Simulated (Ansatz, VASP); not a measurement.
## Cross-check of GaN between VASP and Ansatz

Aim: how closely do two programs agree when they are given the same cell, functional and k mesh? Valence electrons are named where the data sets of a main pair hold unlike numbers.

Calculated with Ansatz 0.2.0; plane waves, with VASP 6.6.1 beside it; band structure at PBE and single point at PBE.

**1. The structure**

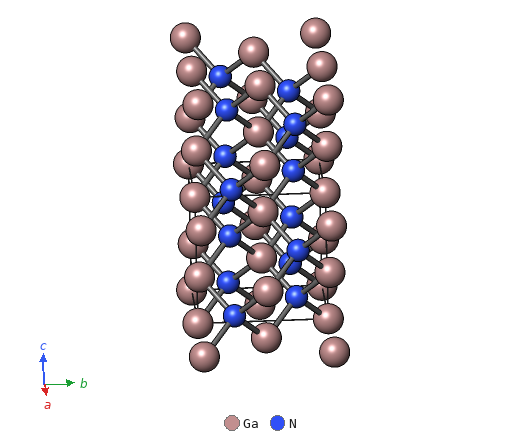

The starting structure, seen slightly off an axis (gallium pink, nitrogen blue). 2×1×2 cells are drawn. This picture shows the conventional cell, with its axes. Bonds to atoms that aren't drawn are left out. Some periodic images of atoms are drawn too.

**2. Ansatz: band structure, PBE**

Ansatz runs on its default PAW (the set named soft_2) files.

The same path points are solved in both programs, so levels can be compared one by one.

input.yaml reads:

```yaml
crystal:
  lattice:
    - [0.0, 2.2535006075, 2.2535006075]
    - [2.2535006075, 0.0, 2.2535006075]
    - [2.2535006075, 2.2535006075, 0.0]
  atoms:
    - { symbol: Ga, position: [0.0, 0.0, 0.0] }
    - { symbol: "N", position: [0.25, 0.25, 0.25] }
hamiltonian:
  xc: pbe
  pseudopotentials: { kind: paw }
kpoints:
  mp_grid: { grid: [6, 6, 6] }
  band_path:
    path:
      - [0.0, 0.0, 0.0]
      - [0.18182, 0.0, 0.18182]
      - [0.36364, 0.0, 0.36364]
      - [0.5, 0.0, 0.5]
      - [0.5, 0.09091, 0.59091]
      - [0.5, 0.18182, 0.68182]
      - [0.5, 0.25, 0.75]
      - [0.45455, 0.29545, 0.75]
      - [0.40909, 0.34091, 0.75]
      - [0.375, 0.375, 0.75]
      - [0.20455, 0.20455, 0.40909]
      - [0.06818, 0.06818, 0.13636]
      - [0.04545, 0.04545, 0.04545]
      - [0.22727, 0.22727, 0.22727]
      - [0.40909, 0.40909, 0.40909]
      - [0.51136, 0.47727, 0.51136]
      - [0.55682, 0.38636, 0.55682]
      - [0.60227, 0.29545, 0.60227]
      - [0.61364, 0.25, 0.63636]
      - [0.56818, 0.25, 0.68182]
      - [0.51136, 0.25, 0.73864]
      - [0.5, 0.29545, 0.70455]
      - [0.5, 0.38636, 0.61364]
      - [0.5, 0.47727, 0.52273]
      - [0.47727, 0.47727, 0.54545]
      - [0.43182, 0.43182, 0.63636]
      - [0.38636, 0.38636, 0.72727]
      - [0.60227, 0.20455, 0.60227]
      - [0.55682, 0.11364, 0.55682]
      - [0.5, 0.0, 0.5]
    npoints: 1
scf:
  occupations: { method: gaussian, width: 0.01 }
  n_extra_bands: 7
output:
  forces: true
  stress: true
  eigenvalues: true
```

Launch:

```sh
> ansatz run input.yaml --threads 2 --pin off --max-ram 4608MiB --backend cpu --events-out ev --progress --plain --runs-dir out
```

Numbers of over 12 decimals in the logs are rounded to 6 here.

Output:

```text
scf.n_extra_bands = 7 over 9 filled bands (N_el = 18.0): the run solves 16 bands
Engine: ansatz 0.2.0, aarch64-unknown-linux-gnu
Pseudopotentials: kind: paw
Pseudopotential: Ga, paw, valence charge 13, recommended cutoff 420 eV (normal), Ga.paw.azcp
Pseudopotential: N, paw, valence charge 5, recommended cutoff 420 eV (normal), N.paw.azcp
Functional definition: PBE
  parameter kappa = 0.804
  parameter beta = 0.066725
  exchange = pbe_x(kappa = kappa, mu = beta*pi^2/3)
  correlation = pbe_c(beta = beta)
Crystal: 2 atoms, lattice volume = 22.888 Å³
Basis set: ecut = 420 eV, 459 PW (Γ), exchange–correlation on 48×48×48 points (8 copies of the dense FFT grid, shifted against one another)
Bands: 16, of which v1, the nominal top of the filled ones, is band 9 counted from 1 (8 counted from 0)
Symmetry: 24 space group operations
Space group: F-43m (ITA 216), of the structure as read, at distance tolerance 2.8e-5 Å
k-points: 16 of 216 (time reversal used)
Non-local potential: Ga, projectors of the file, l = 0: 2, l = 1: 2, l = 2: 3, l = 3: 1
Non-local potential: N, projectors of the file, l = 0: 2, l = 1: 2, l = 2: 1
PAW form: soft (Blöchl's): semilocal exchange-correlation on the pseudo side does not see the compensation charge
PAW one-centre angular grid: Ga, 590 points (default); XC on 64 Gauss nodes
PAW one-centre angular grid: N, 110 points (default); XC on 64 Gauss nodes
Initial density: superposition of atomic densities (neutral atoms: chi_scale 0, normalization atom), corrected by the library's trained network
Initial wavefunctions: pseudopotential atomic-orbital guess
Functional: x = pbe(κ = 0.804, μ = 0.219515), c = pbe(β = 0.066725)
SCF iter   1: F=—  HF=-4167.893318 eV  |F-HF|=—  |Δ(HF+E_count)|=         —  Δρ=6.41e-4  dr2=3.01e-5  ethr=1.77e-3  ⟨swp⟩=4.9  Hψ=1297  notcnv=0
preconditioner: auto → none  [insulator: Δε(μ)=1.714 eV  Ē_g=22.890 eV  σ=0.010 eV  W_gap=1.00  n_scr=8 (ndim 8)  ℏωp=32.9 eV  f_vac=0.001  D(μ)=0.00/eV (n_scr^D=0)  ε∞_Penn≈3.1]
SCF iter   2: F=—  HF=-4167.893560 eV  |F-HF|=—  |Δ(HF+E_count)|=   2.42e-4  Δρ=3.23e-4  dr2=6.91e-6  ethr=1.67e-7  ⟨swp⟩=2.8  Hψ=613  notcnv=0  defer=36
SCF iter   3: F=—  HF=-4167.893603 eV  |F-HF|=—  |Δ(HF+E_count)|=   4.28e-5  Δρ=1.34e-4  dr2=1.26e-6  ethr=3.84e-8  ⟨swp⟩=2.0  Hψ=358  notcnv=0  defer=36
SCF iter   4: F=—  HF=-4167.893612 eV  |F-HF|=—  |Δ(HF+E_count)|=   8.73e-6  Δρ=2.30e-5  dr2=1.10e-7  ethr=6.99e-9  ⟨swp⟩=2.0  Hψ=362  notcnv=0  defer=36
iter 5 did not close the SCF: its close was put off for the readings that it lacked (scf_convergence_deferred on its scf_iter line)
SCF iter   5: F=-4167.893612 eV  HF=-4167.893612 eV  |F-HF|=6.98e-10  |Δ(HF+E_count)|=   8.32e-8  Δρ=9.52e-6  dr2=7.49e-9  ethr=6.13e-10  ⟨swp⟩=2.0  Hψ=362  notcnv=0  defer=36
SCF iter   6: F=-4167.893612 eV  HF=-4167.893612 eV  |F-HF|=6.28e-11  |Δ(HF+E_count)|=   1.01e-9  Δρ=9.70e-7  dr2=8.30e-11  ethr=4.16e-11  ⟨swp⟩=4.6  Hψ=1028  notcnv=0
SCF 1 converged in 6 iterations: F = -4167.893612 eV  dr2 = 8.30e-11
  greatest PAW one-centre occupation: 0.995 electrons in one spin orbital (limit 2), on the Ga atom at site 0 (counted from 0), in its partial waves of l = 2
NSCF: frozen V_eff on 30 k-points
SCF converged after 6 iterations
Free energy (F): -4167.893612 eV
Harris-Foulkes:  -4167.893612 eV  (|F-HF|=6.28e-11)
Internal energy: -4167.893612 eV  (E = F + TS)
E sigma→0 (E₀):  -4167.893612 eV
Fermi energy:    10.512304 eV
--- Per-component energies (eV) ---
  E_band       = -5.612790
  E_kinetic    = 247.156252
  E_local      = -1949.991925  (includes V_loc(G=0)·N_el)
  E_nonlocal   = 474.313310
  E_hartree    = 897.152500
  E_xc         = -128.812892
  E_vxc        = -134.155487  (∫ρ·V_xc dr)
  E_paw        = -2120.276042  (= ΣΔE_a)
  E_vpaw       = -437.239763  (= ΣTr[D̂ρ^β])
  E_aug_tail   = 0.000139  (compensation charges beyond the density's cutoff)
  E_ewald      = -1587.434954
  E_smearing   = -0.000000  (= −TS)
  E_closure    = -0.000000  (closes the sum)
  Σ components = -4167.893612   (vs F -4167.893612, Δ=0.00e0)
--- Forces (eV/Å), atoms counted from 1 ---
  atom   1  Ga     0.00000000    -0.00000000     0.00000000
  atom   2  N     -0.00000000     0.00000000     0.00000000
  max |Σ_I F_I| component: 7.40e-17 eV/Å
--- Stress (GPa, compression-positive) ---
        4.986825      -0.000000      -0.000000
        0.000000       4.986825       0.000000
       -0.000000       0.000000       4.986825
  P = ⅓ Tr σ = 4.9868 GPa (49.868 kbar)
--- Band table (eV; the first three rows and the last of 16) ---
  k-point 0: bands = [... 5 lower, -3.5204, 9.6548, 9.6548, 9.6548, 11.3697, 19.9619, 19.9619, 19.9619, ... 3 higher]
  k-point 1: bands = [... 5 lower, -3.5218, 7.3698, 9.3839, 9.3839, 12.9815, 18.9169, 20.3164, 20.3164, ... 3 higher]
  k-point 2: bands = [... 5 lower, -3.0358, 4.2958, 8.9033, 8.9033, 14.1149, 18.2920, 20.2850, 20.2850, ... 3 higher]
  k-point 15: bands = [... 5 lower, -1.6127, 3.8235, 6.2244, 6.2263, 14.9505, 17.5611, 20.9577, 21.0055, ... 3 higher]
```

Wall time 1.5 s (2 threads of Arm Neoverse N1, shared host); peak memory 0.25 GiB; 2.5 s of CPU time.

Reading the cycles: dr2 is the Hartree energy of the density residual (eV), the measure of convergence; HF is the Harris–Foulkes estimate of the energy, which meets the free energy F at convergence.

**3. VASP: band structure, PBE**

The same cell, functional, mesh and smearing now go to VASP, with its own data sets.

Lines of VASP's logs that name or quote its potential files are left out, and so is its time.

INCAR reads:

```
SYSTEM = GaN
PREC = Accurate
ENCUT = 450
EDIFF = 1E-08
NELM = 100
ISMEAR = 0
SIGMA = 0.01
LREAL = .FALSE.
ALGO = Normal
GGA = PE
NBANDS = 15
LORBIT = 11
LWAVE = .TRUE.
LCHARG = .FALSE.
KPAR = 8
```

POSCAR reads:

```
GaN
1.0
    0.0000000000      2.2535006075      2.2535006075
    2.2535006075      0.0000000000      2.2535006075
    2.2535006075      2.2535006075      0.0000000000
Ga N
1 1
Direct
    0.0000000000      0.0000000000      0.0000000000
    0.2500000000      0.2500000000      0.2500000000
```

KPOINTS reads:

```
Automatic mesh
0
Gamma
6 6 6
0 0 0
```

KPOINTS_OPT reads:

```
Line mode
12
Line-mode
Reciprocal
  0.00000000   0.00000000   0.00000000 GAMMA
  0.50000000   0.00000000   0.50000000 X

  0.50000000   0.00000000   0.50000000 X
  0.50000000   0.25000000   0.75000000 W

  0.50000000   0.25000000   0.75000000 W
  0.37500000   0.37500000   0.75000000 K

  0.37500000   0.37500000   0.75000000 K
  0.00000000   0.00000000   0.00000000 GAMMA

  0.00000000   0.00000000   0.00000000 GAMMA
  0.50000000   0.50000000   0.50000000 L

  0.50000000   0.50000000   0.50000000 L
  0.62500000   0.25000000   0.62500000 U

  0.62500000   0.25000000   0.62500000 U
  0.50000000   0.25000000   0.75000000 W

  0.50000000   0.25000000   0.75000000 W
  0.50000000   0.50000000   0.50000000 L

  0.50000000   0.50000000   0.50000000 L
  0.37500000   0.37500000   0.75000000 K

  0.62500000   0.25000000   0.62500000 U
  0.50000000   0.00000000   0.50000000 X
```

Potentials, in the order of the species: Ga_d_GW and N_GW (PBE family, release 64).

Launch:

```sh
> mpirun -np 8 vasp_std
```

Output:

```text
[banner, memory and clock lines left out]
running    8 mpi-ranks, on    1 nodes
 distrk:  each k-point on    1 cores,    8 groups
 distr:  one band on    1 cores,    1 groups

 POSCAR found type information on POSCAR GaN
 POSCAR found :  2 types and       2 ions
|                                                                             |
|           W    W    AA    RRRRR   N    N  II  N    N   GGGG   !!!           |
|           W    W   A  A   R    R  NN   N  II  NN   N  G    G  !!!           |
|           W    W  A    A  R    R  N N  N  II  N N  N  G       !!!           |
|           W WW W  AAAAAA  RRRRR   N  N N  II  N  N N  G  GGG   !            |
|           WW  WW  A    A  R   R   N   NN  II  N   NN  G    G                |
|           W    W  A    A  R    R  N    N  II  N    N   GGGG   !!!           |
|                                                                             |
|     For optimal performance we recommend to set                             |
|       NCORE = 2 up to number-of-cores-per-socket                            |
|     NCORE specifies how many cores store one orbital (NPAR=cpu/NCORE).      |
|     This setting can greatly improve the performance of VASP for DFT.       |
|     The default, NCORE=1 might be grossly inefficient on modern             |
|     multi-core architectures or massively parallel machines. Do your        |
|     Unfortunately you need to use the default for GW and RPA                |
|     calculations (for HF NCORE is supported but not extensively tested      |
|     yet).                                                                   |
|                                                                             |

 LDA part: xc-table for (Slater+PW92), standard interpolation
 POSCAR, INCAR and KPOINTS ok, starting setup
 FFT: planning ... GRIDC
 FFT: planning ... GRID_SOFT
 FFT: planning ... GRID
 WAVECAR not read
 entering main loop
       N       E                     dE             d eps       ncg     rms          rms(c)
DAV:   1     0.129130192007E+03    0.12913E+03   -0.10487E+04   512   0.172E+03
DAV:   2    -0.539176616831E+01   -0.13452E+03   -0.12777E+03   550   0.379E+02
DAV:   3    -0.139605240025E+02   -0.85688E+01   -0.85308E+01   571   0.108E+02
DAV:   4    -0.141272555727E+02   -0.16673E+00   -0.16671E+00   614   0.167E+01
DAV:   5    -0.141318769756E+02   -0.46214E-02   -0.46214E-02   586   0.274E+00    0.111E+01
DAV:   6    -0.121335985117E+02    0.19983E+01   -0.53674E+00   734   0.485E+01    0.518E+00
DAV:   7    -0.121312578925E+02    0.23406E-02   -0.28657E-01   613   0.904E+00    0.321E+00
DAV:   8    -0.121266622238E+02    0.45957E-02   -0.50277E-02   522   0.350E+00    0.381E-01
DAV:   9    -0.121250141718E+02    0.16481E-02   -0.64312E-03   776   0.226E+00    0.725E-02
DAV:  10    -0.121252510953E+02   -0.23692E-03   -0.70942E-04   559   0.527E-01    0.236E-02
DAV:  11    -0.121252359863E+02    0.15109E-04   -0.73292E-05   791   0.210E-01    0.728E-03
DAV:  12    -0.121252375988E+02   -0.16125E-05   -0.77406E-06   529   0.342E-02    0.308E-03
DAV:  13    -0.121252374437E+02    0.15505E-06   -0.56197E-07   719   0.103E-02    0.367E-04
DAV:  14    -0.121252374482E+02   -0.44211E-08   -0.20364E-08   506   0.219E-03
   1 F= -.12125237E+02 E0= -.12125237E+02  d E =-.790206E-14
 Start KPOINTS_OPT (optional k-point list driver)
k-point batch [1-16\120]
       N       E                     dE             ncg
DAV:   1     0.887072708991E+03   -0.66224E+04      528
DAV:   2    -0.121206415121E+04   -0.20991E+04      557
DAV:   3    -0.135117612377E+04   -0.13911E+03      606
DAV:   4    -0.135377131689E+04   -0.25952E+01      634
DAV:   5    -0.135384679999E+04   -0.75483E-01      629
DAV:   6    -0.135385056453E+04   -0.37645E-02      699
DAV:   7    -0.135385066218E+04   -0.97650E-04      689
DAV:   8    -0.135385066616E+04   -0.39816E-05      675
DAV:   9    -0.135385066632E+04   -0.15525E-06      531
DAV:  10    -0.135385066632E+04   -0.22733E-08      506
[...]
k-point batch [113-120\120]
       N       E                     dE             ncg
DAV:   1     0.609231824629E+04   -0.57481E+04      280
DAV:   2     0.519981891683E+04   -0.89250E+03      317
DAV:   3     0.515325395519E+04   -0.46565E+02      282
DAV:   4     0.515239534268E+04   -0.85861E+00      324
DAV:   5     0.515236579885E+04   -0.29544E-01      298
DAV:   6     0.515236440733E+04   -0.13915E-02      356
DAV:   7     0.515236436865E+04   -0.38681E-04      320
DAV:   8     0.515236436764E+04   -0.10147E-05      362
DAV:   9     0.515236436756E+04   -0.71698E-07      255
DAV:  10     0.515236436756E+04   -0.12978E-08      260
 writing wavefunctions
```

Parts of OUTCAR (step 3):

```text
ion  position               nearest neighbor table
   1  0.000  0.000  0.000-   2 1.95   2 1.95   2 1.95   2 1.95
   2  0.250  0.250  0.250-   1 1.95   1 1.95   1 1.95   1 1.95

  LATTYP: Found a face centered cubic cell.
 ALAT       =     4.5070012150

 Subroutine GETGRP returns: Found 24 space group operations
 (whereof 24 operations were pure point group operations)

The static configuration has the point symmetry T_d .

 Found     16 irreducible k-points:

   k-points           NKPTS =     16   k-points in BZ     NKDIM =     16   number of bands    NBANDS=     15

   dimension x,y,z NGX =    24 NGY =   24 NGZ =   24
   dimension x,y,z NGXF=    48 NGYF=   48 NGZF=   48

   ENCUT  =  450.0 eV  33.07 Ry    5.75 a.u.   5.51  5.51  5.51*2*pi/ulx,y,z

   NELECT =      18.0000    total number of electrons

 k-points in reciprocal lattice and weights: Automatic mesh
   0.00000000  0.00000000  0.00000000       0.005
   0.16666667  0.00000000  0.00000000       0.037
   0.33333333  0.00000000  0.00000000       0.037
   0.50000000  0.00000000  0.00000000       0.019
   0.16666667  0.16666667  0.00000000       0.028
   0.33333333  0.16666667  0.00000000       0.111
   0.50000000  0.16666667  0.00000000       0.111
  -0.33333333  0.16666667  0.00000000       0.111
  -0.16666667  0.16666667  0.00000000       0.056
[...]
-0.33333333  0.33333333  0.16666667       0.111
  -0.33333333  0.50000000  0.16666667       0.056

 average (electrostatic) potential at core
       1 -63.7274       2 -61.4092

 E-fermi :   5.1457

 k-point     1 :       0.0000    0.0000    0.0000
  band No.  band energies     occupation
    ...
      5      -8.0769      2.00000
      6      -8.0769      2.00000
      7       5.0978      2.00000
      8       5.0978      2.00000
      9       5.0978      2.00000
     10       6.8203      0.00000
     11      15.3897      0.00000
     12      15.3897      0.00000
     13      15.3897      0.00000
     14      22.7158      0.00000
    ...

 k-point     2 :       0.1667    0.0000    0.0000
  band No.  band energies     occupation
    ...
      5      -8.0783      2.00000
      6      -8.0783      2.00000
      7       2.8138      2.00000
      8       4.8276      2.00000
      9       4.8276      2.00000
     10       8.4316      0.00000
     11      14.3525      0.00000
     12      15.7452      0.00000
     13      15.7452      0.00000
     14      21.8701      0.00000
    ...

 k-point     3 :       0.3333    0.0000    0.0000
  band No.  band energies     occupation
    ...
      5      -8.0561      2.00000
      6      -7.5924      2.00000
      7      -0.2621      2.00000
      8       4.3496      2.00000
      9       4.3496      2.00000
     10       9.5607      0.00000
     11      13.7371      0.00000
     12      15.7162      0.00000
     13      15.7162      0.00000
     14      20.7182      0.00000
    ...

  Total        0.4962137      0.4962137      0.4962137     -0.0000000     -0.0000000     -0.0000000
  in kB       34.7357180     34.7357180     34.7357180     -0.0000000     -0.0000000     -0.0000000
  external PRESSURE =      34.7357180 kB  Pullay stress =       0.0000000 kB

  energy-cutoff  :      450.00
  volume of cell :       22.89
      direct lattice vectors                 reciprocal lattice vectors
     0.000000000  2.253500607  2.253500607    -0.221877020  0.221877020  0.221877020
     2.253500607  0.000000000  2.253500607     0.221877020 -0.221877020  0.221877020
     2.253500607  2.253500607  0.000000000     0.221877020  0.221877020 -0.221877020

 POSITION                                       TOTAL-FORCE (eV/Angst)
 -----------------------------------------------------------------------------------
      0.00000      0.00000      0.00000        -0.000000     -0.000000     -0.000000
      1.12675      1.12675      1.12675         0.000000      0.000000      0.000000
 -----------------------------------------------------------------------------------
    total drift:                                0.000016      0.000016      0.000016

  FREE ENERGIE OF THE ION-ELECTRON SYSTEM (eV)
  ---------------------------------------------------
  free  energy   TOTEN  =       -12.1252374482 eV

  energy  without entropy=      -12.1252374482  energy(sigma->0) =      -12.12523745

 total charge
# of ion       s       p       d       tot
------------------------------------------
    1        0.781   0.899  10.127  11.807
    2        1.200   2.453   0.000   3.653
--------------------------------------------------
tot          1.981   3.351  10.127  15.460

[... 3 further parts left out ...]
```

The run ends at a pressure of 3.47 GPa.

**4. Differences**

Known differences besides the potentials themselves: the cutoff is 420 eV in Ansatz and 450 eV in VASP; VASP leaves aspherical gradient terms in its spheres out (LASPH is not set), Ansatz keeps them. Total energies have different zeros and are not compared.

The two programs side by side:

| quantity | Ansatz | VASP | difference |
| --- | --- | --- | --- |
| gap over the path points (eV) | 1.715 | 1.722 | -0.008 |

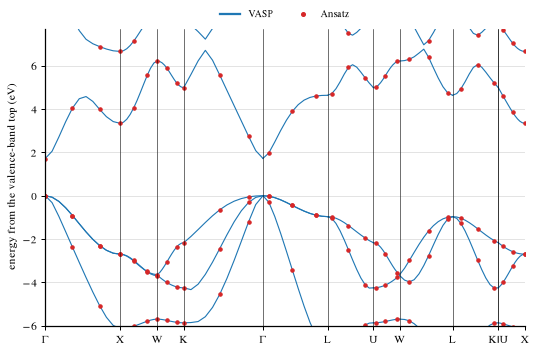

Bands from VASP (lines) and levels from Ansatz (dots). Dots without a line are higher empty bands that the VASP plot leaves out.

Levels at points of the path, from each program's valence-band top (eV; 3 filled, then empty):

| k (reciprocal lattice) | Ansatz | VASP |
| --- | --- | --- |
| 0.000 0.000 0.000 | 0.00 0.00 0.00 1.72 10.31 | 0.00 0.00 0.00 1.72 10.29 |
| 0.182 0.000 0.182 | -2.38 -0.91 -0.91 4.04 8.23 | -2.37 -0.91 -0.91 4.04 8.22 |
| 0.364 0.000 0.364 | -5.07 -2.30 -2.30 3.99 6.89 | -5.07 -2.30 -2.30 3.99 6.88 |
| 0.500 0.000 0.500 | -6.13 -2.70 -2.70 3.35 6.66 | -6.13 -2.70 -2.70 3.34 6.66 |
| 0.500 0.091 0.591 | -6.03 -3.01 -2.98 4.05 7.13 | -6.03 -3.01 -2.98 4.04 7.13 |
| 0.500 0.182 0.682 | -5.79 -3.51 -3.50 5.55 8.05 | -5.79 -3.51 -3.50 5.55 8.05 |
| 0.500 0.250 0.750 | -5.70 -3.69 -3.64 6.22 8.38 | -5.70 -3.69 -3.64 6.22 8.38 |
| 0.455 0.295 0.750 | -5.76 -4.01 -3.05 5.89 8.15 | -5.76 -4.01 -3.05 5.89 8.15 |
| 0.409 0.341 0.750 | -5.84 -4.21 -2.38 5.22 7.91 | -5.84 -4.21 -2.37 5.21 7.91 |
| 0.375 0.375 0.750 | -5.87 -4.25 -2.17 5.00 7.86 | -5.87 -4.25 -2.17 4.99 7.86 |

Among the levels compared at these points, filled levels agree within 5 meV and empty ones within 15 meV. Not compared: the pressure (VASP's GW data sets at this cutoff don't carry it).

**5. What the set-up changes**

Further runs change the set-up of one program: Ansatz's method, potentials or start, or VASP's data sets, cutoff or form of LDA. The table gives that difference for each run.

| run | gap over the path points (eV) |
| --- | --- |
| as above | -0.0076 |
| Ansatz's all-electron LAPW method | 0.0097 |
| Ansatz's larger PAW set (cutoff 1300 eV) | 0.0092 |
| norm-conserving potentials (cutoff 1240 eV) | 0.014 |

(Part 1 of 2 ends here.)

[Lines on the potential files, build, host, timing and source positions are cut from VASP's logs without a mark.]

[Logs are printed without paths, hosts, clocks, repeated set-up lines and the standing remarks that a program may print on its own settings, such as how far it seeks lower states.]

[Hosts, paths, dates, database ids (printed as entryN), source tags and the programs' standing remarks are cut or masked in the printed files.]
